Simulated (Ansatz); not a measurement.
# Functionals, potentials and the resistivity of Lu (P6_3/mmc), part 2 of 3

Each step names its level of theory.

So far, coupling constant λ: step 4 (resistivity: LDA at its own relaxed cell) 0.516; step 6 (coupling and resistivity: PBEsol at its own relaxed cell) 0.474. Also log mean phonon energy ħω_log (meV): step 4 10.9; step 6 10.8.

## (7) Coupling and resistivity: the database cell, unrelaxed

The base functional is run at the starting cell, unrelaxed, so that the lattice constant is the database's and not the functional's.

This step: DFT PBE, scalar-relativistic, plane waves, PAW (Ansatz 0.2.0).

The input, input.yaml:

```yaml
crystal:
  lattice:
    - [3.5031, 0.0, 0.0]
    - [-1.75155, 3.033773592, 0.0]
    - [0.0, 0.0, 5.5509]
  atoms:
    - { symbol: Lu, position: [0.3333333333, 0.6666666667, 0.25] }
    - { symbol: Lu, position: [0.6666666667, 0.3333333333, 0.75] }
kpoints:
  mp_grid: { grid: [9, 9, 4] }
hamiltonian:
  xc: pbe
scf:
  occupations: { method: methfessel_paxton, width: 0.2 }
output:
  eigenvalues: true
phonons:
  method: dfpt
  qmesh: [3, 3, 1]
  temperatures: { t_max: 1000, t_step: 50 }
  qpath:
    path:
      - [[0.0, 0.0, 0.0], [0.5, 0.0, 0.0], [0.33333333, 0.33333333, 0.0], [0.0, 0.0, 0.0], [0.0, 0.0, 0.5], [0.5, 0.0, 0.5], [0.33333333, 0.33333333, 0.5], [0.0, 0.0, 0.5]]
      - [[0.5, 0.0, 0.5], [0.5, 0.0, 0.0]]
      - [[0.33333333, 0.33333333, 0.5], [0.33333333, 0.33333333, 0.0]]
    npoints: 10
  electrical_resistivity:
    mesh: [12, 12, 8]
    temperatures: [20.0, 50.0, 80.0, 100.0, 150.0, 200.0, 273.0, 300.0, 400.0, 500.0, 600.0, 800.0]
  superconductivity: { mesh: [12, 12, 8], eliashberg_equations: false }
```

Run with:

```console
ansatz run input.yaml --threads 4 --pin off --max-ram 10240MiB --backend cpu --events-out ev --progress --plain --runs-dir out
```

The job ended after 73 s (4 threads of Intel Xeon Platinum 8488C (Sapphire Rapids), shared host; peak memory 1 GiB; 4.5 min of CPU time).

Numbers from this step:

```
volume per atom                                   : 29.50 Å³
zero point energy                                 : 0.03163 eV/cell
highest frequency, solved or plainly interpolated : 115.7 cm⁻¹
Debye temperature (second moment)                 : 162 K
resistivity at 300 K                              : 45.26 μΩ cm, mean of the axes
coupling constant λ                               : 0.4839
density of states at the Fermi level              : 1.765 states/eV a spin and cell
log mean phonon energy ħω_log                     : 9.889 meV
transport coupling constant λ_tr                  : 0.5113, 0.5113, 0.5718 (xx, yy, zz)
Drude plasma energy                               : 3.274, 3.274, 5.068 eV (xx, yy, zz)
resistivity times mean free path                  : 14.94, 14.94, 6.174 × 10⁻¹⁶ Ω m² (xx, yy, zz)
second-moment phonon energy ħω₂                   : 10.47 meV
coupling λ by branch                              : 0.0947, 0.0952, 0.0737, 0.0866, 0.0708, 0.0629 (branches by rank of frequency)
```

The Eliashberg function α²F has structure finer than the step of the table below, so its rows give means over 0.5 meV, whole bins alone (the curve runs from 0.056 to 14.3 meV). Peaks (meV: height): α²F 11.04: 0.616, 11.60: 0.579, 12.95: 0.710; α²F tr 11.04: 0.764, 12.95: 0.956.

Eliashberg function α²F against phonon energy; means over each step:

```
phonon energy (meV)      α²F   α²F tr
                1.0   5.6e-5        0
                1.5   3.1e-4   8.2e-5
                2.0  0.00112   3.4e-4
                2.5  0.00259   8.2e-4
                3.0  0.00492  0.00176
                3.5  0.00817  0.00348
                4.0   0.0121  0.00604
                4.5   0.0167  0.00935
                5.0   0.0229   0.0137
                5.5   0.0314   0.0201
                6.0   0.0433   0.0299
                6.5   0.0576   0.0435
                7.0   0.0754   0.0623
                7.5    0.103   0.0934
                8.0    0.152    0.147
                8.5    0.232    0.234
                9.0    0.305    0.316
                9.5    0.359    0.396
               10.0    0.391    0.453
               10.5    0.389    0.443
               11.0    0.523    0.629
               11.5    0.527    0.642
               12.0    0.443    0.518
               12.5    0.392    0.481
               13.0    0.556    0.743
               13.5    0.249    0.286
               14.0   0.0475   0.0417
```

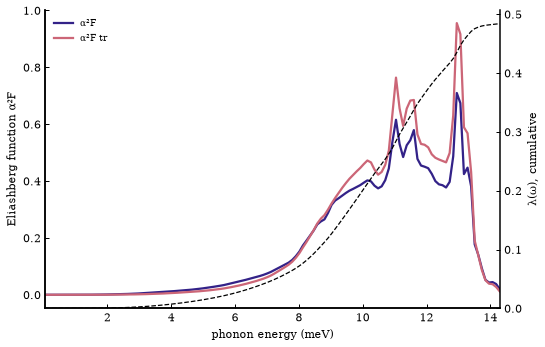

Eliashberg function α²F, plotted against phonon energy. The dashed line is the running λ.

By its own test the run is not converged in the mesh. λ = 0.484 and 45.3 μΩ cm at 300 K. This session holds no earlier run at the same level of theory and cell to set it against. The run's own test puts 42 % between its two finest meshes on the component of the resistivity at 300 K that moves most, so it is not converged.

## (8) Tight relaxation (PBE, PseudoDojo norm-conserving pseudopotentials)

Total energies from different potential files don't compare. The cutoff isn't typed and follows the default for these files.

This step: DFT PBE, scalar-relativistic, plane waves, PseudoDojo norm-conserving pseudopotentials (Ansatz 0.2.0).

The input, input.yaml:

```yaml
crystal:
  lattice:
    - [3.5047617492, 0.0, 0.0]
    - [-1.7523808746, 3.035212709, 0.0]
    - [0.0, 0.0, 5.4630268979]
  atoms:
    - { symbol: Lu, position: [0.3333333333, 0.6666666667, 0.25] }
    - { symbol: Lu, position: [0.6666666667, 0.3333333333, 0.75] }
kpoints:
  mp_grid: { grid: [9, 9, 6] }
hamiltonian:
  xc: pbe
  pseudopotentials: { kind: nc, accuracy: standard }
scf:
  occupations: { method: methfessel_paxton, width: 0.2 }
output:
  forces: true
  stress: true
  eigenvalues: true
relax:
  adjacent_minimum: "off"
  f_tol: 0.001
  max_steps: 60
  cell: { stress_tol: 0.01 }
```

Run time: 11 s. Hardware: 4 threads; peak memory 0.82 GiB.

Little changed from the start: no atom moved by 0.005 Å and no cell edge by 0.1 %.

Numbers from this step:

- pressure: 0.005189 GPa
- volume per atom: 29.03 Å³

The largest force is now zero by symmetry and the largest stress component 0.0053 GPa, small enough for phonons.

## (9) Coupling and resistivity: PseudoDojo files

Another set of potentials is tried, at its own relaxed cell, which can differ from that of the runs before.

The input, input.yaml:

```yaml
crystal:
  lattice:
    - [3.5035001899, 0.0, 0.0]
    - [-1.751750095, 3.0341201667, 0.0]
    - [0.0, 0.0, 5.4619643345]
  atoms:
    - { symbol: Lu, position: [0.3333333333, 0.6666666667, 0.25] }
    - { symbol: Lu, position: [0.6666666667, 0.3333333333, 0.75] }
kpoints:
  mp_grid: { grid: [9, 9, 4] }
hamiltonian:
  xc: pbe
  pseudopotentials: { kind: nc, accuracy: standard }
scf:
  occupations: { method: methfessel_paxton, width: 0.2 }
output:
  eigenvalues: true
phonons:
  method: dfpt
  qmesh: [3, 3, 1]
  temperatures: { t_max: 1000, t_step: 50 }
  qpath:
    path:
      - [[0.0, 0.0, 0.0], [0.5, 0.0, 0.0], [0.33333333, 0.33333333, 0.0], [0.0, 0.0, 0.0], [0.0, 0.0, 0.5], [0.5, 0.0, 0.5], [0.33333333, 0.33333333, 0.5], [0.0, 0.0, 0.5]]
      - [[0.5, 0.0, 0.5], [0.5, 0.0, 0.0]]
      - [[0.33333333, 0.33333333, 0.5], [0.33333333, 0.33333333, 0.0]]
    npoints: 10
  electrical_resistivity:
    mesh: [12, 12, 8]
    temperatures: [20.0, 50.0, 80.0, 100.0, 150.0, 200.0, 273.0, 300.0, 400.0, 500.0, 600.0, 800.0]
  superconductivity: { mesh: [12, 12, 8], eliashberg_equations: false }
```

It took 7 min on 4 threads; peak memory 3.2 GiB; 27 min of CPU time.

Numbers from this step:

```
zero point energy                                 : 0.03245 eV/cell
highest frequency, solved or plainly interpolated : 122.8 cm⁻¹
Debye temperature (second moment)                 : 166 K
resistivity at 300 K                              : 39.58 μΩ cm, mean of the axes
coupling constant λ                               : 0.4572
density of states at the Fermi level              : 1.666 states/eV a spin and cell
log mean phonon energy ħω_log                     : 10.3 meV
transport coupling constant λ_tr                  : 0.4871, 0.4871, 0.5261 (xx, yy, zz)
Drude plasma energy                               : 3.405, 3.405, 5.169 eV (xx, yy, zz)
resistivity times mean free path                  : 14.73, 14.73, 6.142 × 10⁻¹⁶ Ω m² (xx, yy, zz)
second-moment phonon energy ħω₂                   : 10.88 meV
coupling λ by branch                              : 0.0795, 0.0897, 0.0692, 0.0797, 0.0758, 0.0632 (branches by rank of frequency)
```

Resistivity, by row:

| T (K) | ρ_xx (μΩ cm) | ρ_yy | ρ_zz | ρ by Ziman's lowest order, mean | ρ by relaxation times, mean | within 2 % of the coarser mesh |
| --- | --- | --- | --- | --- | --- | --- |
| 20 | 0.1807 | 0.1807 | 0.08305 | 0.2588 | 0.1822 | no |
| 50 | 4.333 | 4.333 | 2.01 | 4.157 | 3.526 | no |
| 80 | 10.27 | 10.27 | 4.782 | 9.015 | 8.076 | no |
| 100 | 14.02 | 14.02 | 6.538 | 12.14 | 10.96 | no |
| 150 | 22.83 | 22.83 | 10.7 | 19.64 | 17.8 | no |
| 200 | 31.27 | 31.27 | 14.76 | 26.94 | 24.38 | no |
| 273 | 43.43 | 43.43 | 20.67 | 37.57 | 33.91 | no |
| 300 | 47.93 | 47.93 | 22.88 | 41.53 | 37.45 | no |
| 400 | 64.73 | 64.73 | 31.22 | 56.48 | 50.68 | no |
| 500 | 81.74 | 81.74 | 39.81 | 71.8 | 64.09 | no |
| 600 | 98.87 | 98.87 | 48.64 | 87.41 | 77.63 | no |
| 800 | 133.2 | 133.2 | 66.91 | 119.2 | 104.8 | no |

Some states were left unconverged by the eigensolver. By its own test the run is not converged in the mesh. λ = 0.457 and 39.6 μΩ cm at 300 K. This session holds no earlier run at the same level of theory and cell to set it against. The run's own test puts 42 % between its two finest meshes on the component of the resistivity at 300 K that moves most, so it is not converged.

## (10) Coupling and resistivity: finite displacements

Finite displacements in a supercell are the other road to force constants and couplings; here with the base functional.

This step: DFT PBE, scalar-relativistic, plane waves, PAW (Ansatz 0.2.0).

input.yaml: that of step 9 with these lines changed.

```diff
@@ -2,5 +2,5 @@
   lattice:
-    - [3.5035001899, 0.0, 0.0]
-    - [-1.751750095, 3.0341201667, 0.0]
-    - [0.0, 0.0, 5.4619643345]
+    - [3.5047617492, 0.0, 0.0]
+    - [-1.7523808746, 3.035212709, 0.0]
+    - [0.0, 0.0, 5.4630268979]
   atoms:
@@ -12,3 +12,2 @@
   xc: pbe
-  pseudopotentials: { kind: nc, accuracy: standard }
 scf:
@@ -18,4 +17,4 @@
 phonons:
-  method: dfpt
-  qmesh: [3, 3, 1]
+  method: fd
+  supercell: [3, 3, 1]
   temperatures: { t_max: 1000, t_step: 50 }
```

The job ended after 2.3 min (4 threads; peak memory 4.2 GiB).

This step gave:

```yaml
volume_per_atom: 29.06 Å³
zero_point_energy: 0.03244 eV/cell
resistivity_at_300_k: 39.59 μΩ cm, mean of the axes
coupling_constant_lambda: 0.458
transport_coupling_constant_lambda_tr: 0.4877, 0.4877, 0.5266 (xx, yy, zz)
drude_plasma_energy: 3.407, 3.407, 5.169 eV (xx, yy, zz)
resistivity_times_mean_free_path: 14.73, 14.73, 6.146 × 10⁻¹⁶ Ω m² (xx, yy, zz)
coupling_lambda_by_branch: 0.0797, 0.0897, 0.0693, 0.0798, 0.0761, 0.0634 (branches by rank of frequency)
```

Some points of the scattering mesh along the symmetry lines, up to three branches each (those of largest λ), at most 39 rows; the frequencies are those of the scattering step, which can differ from the solved and plainly interpolated ones; single rows converge slowly. Mode couplings:

| q1 | q2 | q3 | branch | ħω (meV) | λ_q | half width (meV) |
| --- | --- | --- | --- | --- | --- | --- |
| 0.3333 | 0 | 0 | 1 | 6.94 | 0.0846 | 0.0213 |
| 0.3333 | 0 | 0 | 2 | 7.33 | 0.094 | 0.0265 |
| 0.3333 | 0 | 0 | 5 | 12.82 | 0.116 | 0.0997 |
| 0.3333 | 0.3333 | 0 | 3 | 11.57 | 0.129 | 0.09 |
| 0.3333 | 0.3333 | 0 | 4 | 11.57 | 0.129 | 0.09 |
| 0.3333 | 0.3333 | 0 | 6 | 13.95 | 0.104 | 0.106 |
| 0 | 0 | 0.125 | 3 | 2.97 | 0.182 | 0.00839 |
| 0 | 0 | 0.125 | 4 | 9.17 | 0.0815 | 0.0358 |
| 0 | 0 | 0.125 | 5 | 9.17 | 0.0815 | 0.0358 |
| 0.0833 | 0 | 0.5 | 3 | 7.26 | 0.0354 | 0.00975 |
| 0.0833 | 0 | 0.5 | 5 | 10.86 | 0.108 | 0.0668 |
| 0.0833 | 0 | 0.5 | 6 | 10.86 | 0.108 | 0.0668 |
| 0.4167 | 0 | 0.5 | 3 | 11.63 | 0.132 | 0.0936 |
| 0.4167 | 0 | 0.5 | 4 | 11.63 | 0.132 | 0.0936 |
| 0.4167 | 0 | 0.5 | 5 | 12.92 | 0.0602 | 0.0526 |
| 0.25 | 0.25 | 0.5 | 1 | 10.97 | 0.0679 | 0.0428 |
| 0.25 | 0.25 | 0.5 | 3 | 11.54 | 0.132 | 0.092 |
| 0.25 | 0.25 | 0.5 | 4 | 11.54 | 0.132 | 0.092 |
| 0.5 | 0 | 0.375 | 2 | 10.7 | 0.116 | 0.0695 |
| 0.5 | 0 | 0.375 | 4 | 12.53 | 0.171 | 0.14 |
| 0.5 | 0 | 0.375 | 5 | 13.19 | 0.0642 | 0.0585 |
| 0.3333 | 0.3333 | 0.5 | 1 | 11.49 | 0.159 | 0.11 |
| 0.3333 | 0.3333 | 0.5 | 2 | 11.49 | 0.159 | 0.11 |
| 0.3333 | 0.3333 | 0.5 | 3 | 11.57 | 0.0706 | 0.0494 |
| 0.3333 | 0.3333 | 0 | 3 | 11.57 | 0.129 | 0.09 |
| 0.3333 | 0.3333 | 0 | 4 | 11.57 | 0.129 | 0.09 |
| 0.3333 | 0.3333 | 0 | 6 | 13.95 | 0.104 | 0.106 |

By its own test the run is not converged in the mesh. λ = 0.458 and 39.6 μΩ cm at 300 K. This session holds no earlier run at the same level of theory and cell to set it against. The run's own test puts 42 % between its two finest meshes on the component of the resistivity at 300 K that moves most, so it is not converged.

## (11) Relaxing tightly for phonons (r2SCAN, PAW)

This step: DFT r2SCAN, scalar-relativistic, plane waves, PAW (Ansatz 0.2.0).

input.yaml, the sections that differ from step 10:

```yaml
kpoints:
  mp_grid: { grid: [9, 9, 6] }
hamiltonian:
  xc: r2scan
output:
  forces: true
  stress: true
  eigenvalues: true
relax:
  adjacent_minimum: "off"
  f_tol: 0.001
  max_steps: 60
  cell: { stress_tol: 0.01 }
# crystal, scf: as in step 10
# phonons: removed
```

Elapsed: 9.4 s, on 4 threads; peak memory 0.61 GiB; 34 s of CPU time.

Relaxation path:

| step | energy less that of the first step (eV) | largest force component (eV/Å) | pressure (GPa) | volume (Å³) |
| --- | --- | --- | --- | --- |
| 1 | 0.0000 | 0.0000 | -0.14 | 58.11 |
| 2 | -0.0001 | 0.0000 | 0.02 | 57.92 |
| 3 | -0.0001 | 0.0000 | 0.00 | 57.95 |
| 4 | -0.0001 | 0.0000 | 0.00 | 57.95 |

The log counts 1 steps on a newly chosen plane-wave basis, not all of them marked here; energy and pressure can jump at such steps.

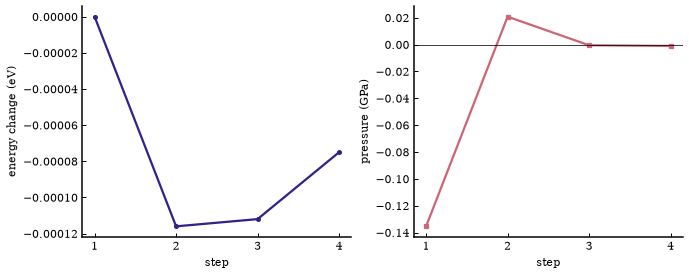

Energy and pressure along the relaxation.

| conventional cell, symmetrised | before | after | change |
| --- | --- | --- | --- |
| a (Å) | 3.505 | 3.501 | -0.1 % |
| b (Å) | 3.505 | 3.501 | -0.1 % |
| c (Å) | 5.463 | 5.459 | -0.1 % |
| volume (Å³/atom) | 29.06 | 28.97 | -0.3 % |

The relaxed structure:

```xyz
2
Lattice="3.5010 0.0000 0.0000 -1.7505 3.0320 0.0000 0.0000 0.0000 5.4590" Properties=species:S:1:pos:R:3 pbc="T T T"
Lu    0.0000    2.0213    1.3647
Lu    1.7505    1.0107    4.0942
```

This step gave:

- pressure: -0.001008 GPa
- volume per atom: 28.97 Å³

The largest force is now zero by symmetry and the largest stress component 0.0017 GPa, small enough for phonons.

[end of part 2 of 3]

[Logs are printed without paths, hosts, clocks, repeated set-up lines and the standing remarks that a program may print on its own settings, such as how far it seeks lower states.]

[Hosts, paths, dates, database ids (printed as entryN), source tags and the programs' standing remarks are cut or masked in the printed files.]
